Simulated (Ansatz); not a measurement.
# C₂H₄BrFSi: up Jacob's ladder to CCSD(T)

Aim: compute C₂H₄BrFSi with functionals from several rungs and with coupled cluster, and see how far each lands from CCSD(T) at the basis-set limit for the atomisation energy.

Method: functionals in def2-TZVPP, the program's frozen cores in correlated methods; program: Ansatz 0.2.0, Gaussian basis.

Plan: LDA (SPW92), PBE-D4, revPBE-D4, BLYP-D4, r2SCAN-D4, B97M-V, PBE0-D4, B3LYP-D4, r2SCANh-D4, r2SCAN0-D4, HSE06-D4, BHLYP-D4, CAM-B3LYP-D4, LC-ωPBE, ωB97X-V, ωB97M-V, B2PLYP, PBE-QIDH; CCSD(T)/def2-SVP; CCSD(T)/def2-TZVPP; MP2/def2-QZVPP; extrapolation to the limit; RPA on PBE.

**1. The geometry**

All runs share one geometry, relaxed beforehand with PBE0-D4 in a triple-zeta def2 set.

SMILES `C=C[SiH](F)Br`, 9 atoms, charge 0, spin multiplicity 1.

Atoms are counted from 1 here; the program's logs count them from 0.

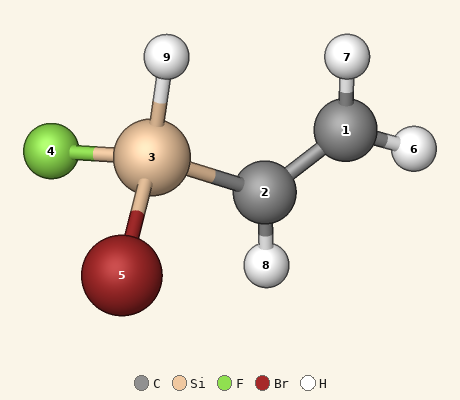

The geometry (carbon grey, silicon light orange, fluorine green, bromine red, hydrogen white); atoms are numbered from 1 in the order of the file.

**2. LDA**

This LDA is Slater exchange with PW92 correlation.

Input file in.yaml:

```yaml
crystal:
  periodic: [false, false, false]
  atoms:
    - {symbol: C, position_ang: [-1.215799, 0.966190, -0.183837]}
    - {symbol: C, position_ang: [-0.240835, 0.211056, -0.683926]}
    - {symbol: Si, position_ang: [0.813390, -0.801763, 0.429127]}
    - {symbol: F, position_ang: [0.708676, -2.347076, 0.057245]}
    - {symbol: Br, position_ang: [2.939251, -0.239309, 0.207829]}
    - {symbol: H, position_ang: [-1.848238, 1.586551, -0.812043]}
    - {symbol: H, position_ang: [-1.424369, 0.999123, 0.882369]}
    - {symbol: H, position_ang: [-0.061572, 0.212194, -1.756579]}
    - {symbol: H, position_ang: [0.418095, -0.633165, 1.842617]}
basis:
  gaussian: {orbitals: def2-TZVPP}
hamiltonian: {xc: lda}
output: {orbitals: {seedname: orbitals}}
```

Launch:

```bash
$ ansatz run in.yaml --threads 2 --pin off --events-out ev --progress --plain --max-ram 32768MiB --backend cpu
```

After this run come: PBE-D4 (GGA); revPBE-D4 (GGA); BLYP-D4 (GGA); r2SCAN-D4 (meta-GGA); B97M-V (meta-GGA); B3LYP-D4 (hybrid); r2SCANh-D4 (hybrid); r2SCAN0-D4 (hybrid); HSE06-D4 (hybrid); BHLYP-D4 (hybrid); CAM-B3LYP-D4 (range-separated); LC-ωPBE (range-separated); ωB97X-V (range-separated); ωB97M-V (range-separated); B2PLYP (double hybrid); PBE-QIDH (double hybrid); CCSD(T) in def2-SVP; CCSD(T) in def2-TZVPP; MP2 in def2-QZVPP; RPA on PBE orbitals.

Q: Predict the results of all the runs planned. Wanted: atomisation energy, CCSD(T)/CBS; farthest beyond LDA; mean size of error, GGA; mean size of error, meta-GGA; mean size of error, hybrid; mean size of error, range-separated; mean size of error, double hybrid; gap, smallest and largest; T1 diagnostic.

As calculated:

```
                               quantity                                                                                                          value
        atomisation energy, CCSD(T)/CBS                                                                                                  3513.5 kJ/mol
 functionals within 35.1 kJ/mol (1.0 %)  BLYP-D4, r2SCAN-D4, B97M-V, PBE0-D4, B3LYP-D4, r2SCANh-D4, HSE06-D4, CAM-B3LYP-D4, ωB97X-V, ωB97M-V, PBE-QIDH
                    farthest beyond LDA                                                                                       BHLYP-D4 (-114.7 kJ/mol)
                mean size of error, GGA                                                                                                    40.2 kJ/mol
           mean size of error, meta-GGA                                                                                                     4.1 kJ/mol
             mean size of error, hybrid                                                                                                    39.9 kJ/mol
    mean size of error, range-separated                                                                                                    17.8 kJ/mol
      mean size of error, double hybrid                                                                                                    39.2 kJ/mol
              gap, smallest and largest                                                                      4.95 eV (LDA (SPW92)), 12.28 eV (LC-ωPBE)
                          T1 diagnostic                                                                                                         0.0100
triples share of the correlation energy                                                                                                          3.6 %
```

In words: LDA overbinds by 459.6 kJ/mol (13 %). PBE-D4 is off by +44.1 kJ/mol. Double hybrids carry the basis error of their MP2 part in triple zeta, and no dispersion term here, so their miss is partly the set-up's. The rungs meta-GGA, range-separated miss on average by less than the doubt on the reference (35.1 kJ/mol), so they tie. The reference freezes the cores and leaves out relativity and excitations past (T), and its outer-core shells are covered unevenly, so misses under about 35.1 kJ/mol can't be ranked. All levels share the lack of spin-orbit coupling, which lowers the free heavy atoms and so the true binding. Hartree-Fock recovers 75 % of the binding; the rest is correlation. CCSD(T) in def2-SVP is off by -224.1 kJ/mol, so the small basis spoils what the method gains. The gap grows from 4.9 to 12.3 eV across the functionals, mostly with the share of exact exchange. Correlated methods include outer-core shells of Br, which these sets cover unevenly.
